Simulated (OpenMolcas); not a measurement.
# SiH (SMILES [SiH]) at UMN15-L/6-311G(d,p)

Aim: the energy change on altering one bond length of SiH at UMN15-L/6-311G**, from 2 runs. 

The calculation is run with OpenMolcas 26.06.

**1. The structure to begin with**

The species is SiH (2 atoms), meant as a doublet with charge 0. As SMILES, `[SiH]`. The coordinates come from a PBE0-D4/def2-TZVP relaxation.

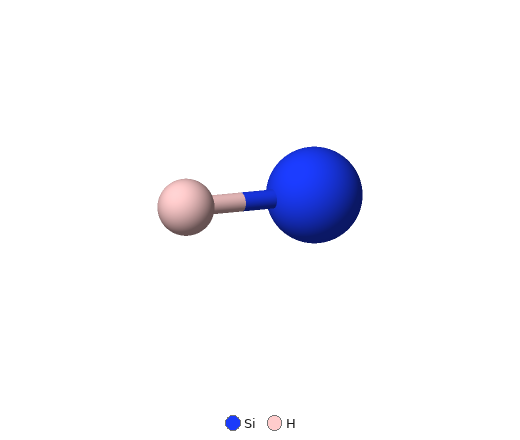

Viewed from a chosen angle; silicon blue, hydrogen pink.

**2. Energy and forces at UMN15-L/6-311G(d,p)**

File job.inp:

```
* HSi Kohn-Sham DFT
&GATEWAY
BasLib=$CurrDir
Coord
2
angstrom
Si       0.000000       0.000000      -0.007580
H        0.000000       0.000000       1.524140
Basis=6-311Gss
Group=NoSym
&SEWARD
&SCF
UHF
Spin=2
KSDFT=2
1.0 MGGA_X_MN15_L
1.0 MGGA_C_MN15_L
PrOrbitals=1 1
&ALASKA
```

The basis set 6-311G** is read from a file made from the Basis Set Exchange's data (not shown).

On the command line:

```
$ export MOLCAS_MEM=1860
$ pymolcas job.inp > job.log
```

Standard output:

```text
--- Start Module: gateway ---
[...]
--- Stop Module: gateway /rc=_RC_ALL_IS_WELL_ ---
[...]
      Basis functions           32
[...]
--- Start Module: scf ---
[...]
       Convergence after   9 Iterations
[...]
::    Total KS-DFT energy                            -289.9263387545
[...]
      Total spin, S                                     0.5031691334
[...]
      Total electronic charge=   15.000000
      Total            charge=   -0.000000
[...]
      Dipole Moment (debye):
      Origin of the operator (angstrom)=    0.0000    0.0000    0.0457
                   X= -8.9836E-16               Y=  7.8719E-16               Z=  2.1588E-01           Total=  2.1588E-01
      Quadrupole Moment (debye*angstrom):
[...]
--- Stop Module: scf /rc=_RC_ALL_IS_WELL_ ---
[...]
--- Start Module: alaska ---
[...]
 *              Molecular gradients               *
 **************************************************
  Irreducible representation: a
 ------------------------------------------------------------------------------------------
                              X                       Y                       Z
 ------------------------------------------------------------------------------------------
  SI1               6.59333184707440E-17   -2.16044263840540E-17    8.08352442154376E-02
  H2               -6.59333184707441E-17    1.42318516111526E-17   -8.08352442154376E-02
 ------------------------------------------------------------------------------------------
--- Stop Module: alaska /rc=_RC_ALL_IS_WELL_ ---
[...]
```

Wall time 2.6 s (1 thread of Arm Neoverse V2, shared host); peak memory 0.37 GiB.

**3. The distorted shape**

File job.inp:

```
* HSi Kohn-Sham DFT

&GATEWAY
 BASLIB = $CurrDir
 COORD
 2
 angstrom
 Si       0.000000       0.000000      -0.160760
 H        0.000000       0.000000       1.524140
 BASIS = 6-311Gss
 GROUP = NoSym

&SEWARD

&SCF
 UHF
 SPIN = 2
 KSDFT = 2
 1.0 MGGA_X_MN15_L
 1.0 MGGA_C_MN15_L
 PRORBITALS = 1 1

&ALASKA
```

The basis set 6-311G** is read from a file made from the Basis Set Exchange's data (not shown).

On the command line:

```
$ export MOLCAS_MEM=1860
$ pymolcas job.inp > job.log
```

Standard output:

```text
--- Start Module: gateway ---
[...]
--- Stop Module: gateway /rc=_RC_ALL_IS_WELL_ ---
[...]
      Basis functions           32
[...]
--- Start Module: scf ---
[...]
       Convergence after  77 Iterations
[...]
::    Total KS-DFT energy                            -289.9217666736
[...]
      Total spin, S                                     0.5033714154
[...]
      Total electronic charge=   15.000000
      Total            charge=   -0.000000
[...]
      Dipole Moment (debye):
      Origin of the operator (angstrom)=    0.0000    0.0000   -0.1022
                   X= -3.0103E-15               Y= -1.7399E-15               Z= -2.2824E-01           Total=  2.2824E-01
      Quadrupole Moment (debye*angstrom):
[...]
--- Stop Module: scf /rc=_RC_ALL_IS_WELL_ ---
[...]
--- Start Module: alaska ---
[...]
 *              Molecular gradients               *
 **************************************************
  Irreducible representation: a
 ------------------------------------------------------------------------------------------
                              X                       Y                       Z
 ------------------------------------------------------------------------------------------
  SI1               1.89049321545270E-17    1.04405056773299E-17    2.91752917715900E-02
  H2               -1.89049321545273E-17   -7.35052948574622E-18   -2.91752917715900E-02
 ------------------------------------------------------------------------------------------
--- Stop Module: alaska /rc=_RC_ALL_IS_WELL_ ---
[...]
```

Wall time 9.9 s (1 thread of Arm Neoverse V2, shared host); peak memory 0.37 GiB.

**4. Summary of results**

Level: UMN15-L/6-311G**.

| quantity | value |
| --- | --- |
| first shape: total energy | -289.92634 Eh |
| first shape: dipole moment | 0.22 D |
| first shape: HOMO energy (highest over α and β) | -4.65 eV |
| first shape: LUMO energy (lowest over α and β) | -3.89 eV |
| first shape: ⟨S²⟩ | 0.756 |
| distorted shape: total energy | -289.92177 Eh |
| distorted shape: dipole moment | 0.23 D |
| distorted shape: HOMO energy (highest over α and β) | -4.73 eV |
| distorted shape: LUMO energy (lowest over α and β) | -3.95 eV |
| distorted shape: ⟨S²⟩ | 0.757 |
| energy change with the Si1–H2 bond stretched from 1.532 to 1.685 Å | 0.124 eV |

In words: This program's gradients are faulty for this kind of reference, so any forces in the log (distorted shape) can't be trusted; the energy can. This program's gradients are faulty for this kind of reference, so any forces in the log (first shape) can't be trusted; the energy can. With the Si1–H2 bond stretched from 1.532 to 1.685 Å the energy rises by 0.12 eV (2.9 kcal/mol). The first shape isn't relaxed at this level, so the change isn't measured from a minimum.
